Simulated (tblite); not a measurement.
# H11NOSi4: the cost of one run

Programs: tblite 0.8.0 and PySCF 2.14.0. All values are calculated, for the isolated system unless a continuum is named. Atoms count from 0, parts from 1.

## (1) Starting point

17 atoms, charge 0, multiplicity 1; geometry: distance geometry start.

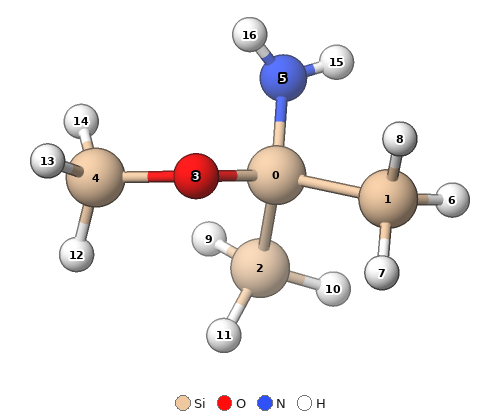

The starting geometry (silicon light orange, oxygen red, nitrogen blue, hydrogen white), atoms numbered.

## (2) Geometry optimisation with GFN2-xTB

Job settings and geometry (Å):

```
{"job": {"kind": "relax", "xc": "GFN2-xTB", "basis": "xTB"}, "charge": 0, "multiplicity": 1}
Si     0.016425     1.058763    -0.685027
Si    -1.739079     0.409459     0.552902
Si    -0.435528     0.705563    -2.827247
O      0.302833     2.790100    -0.394233
Si     1.389263     3.789563    -1.372555
N      1.484565     0.100255    -0.177379
H     -1.993253    -0.966193     0.299504
H     -2.861569     1.174184     0.185682
H     -1.443148     0.594185     1.910417
H      0.783119     0.633743    -3.539965
H     -1.158433    -0.487548    -2.981253
H     -1.189654     1.812474    -3.332355
H      0.770587     4.044390    -2.636737
H      1.598182     5.047628    -0.682500
H      2.607548     3.150075    -1.560462
H      1.327878    -0.850414     0.084478
H      2.181067     0.623007     0.373564
```

With the program's defaults for keys left out, this is: GFN2-xTB geometry optimisation, gas phase.

Run with:

```bash
OMP_NUM_THREADS=1 python cluster_run.py task.json out
```

This one command runs all jobs of the session in turn.

Q: Estimate the wall time of this first job on 1 thread of Arm Neoverse V1, shared host.

About 4.2 s.
